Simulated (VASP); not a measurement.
Input:

```
VN
1.0
    0.00000     2.06004     2.06004
    2.06004     0.00000     2.06004
    2.06004     2.06004     0.00000
V N
1 1
Direct
  0.00000   0.00000   0.00000
  0.50000   0.50000   0.50000
```

All values below come from PBE GGA, VASP's PBE PAW potentials (set 64) (plane waves; VASP 6.6.1). Settings: 520 eV cut-off, 17×17×17 Γ-centred mesh, tetrahedra with Blöchl corrections, potentials V_sv N.

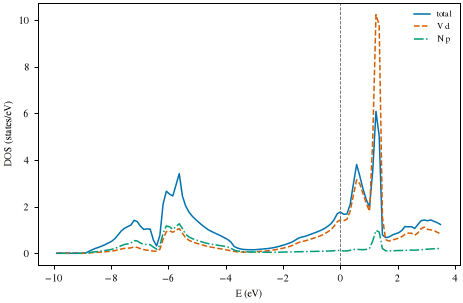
Figure: Total and projected density of states, zero at the Fermi level

Within 2 eV below the Fermi level the largest weight inside VASP's projection spheres is V d.

It has no gap at this level: it comes out as a metal or semimetal.

The compound is VN in the rock salt structure, which distorts at low temperature. It was relaxed first. The run is not spin-polarised, so no magnetic state was tried. VASP warned that the highest band is occupied, so more bands are needed.
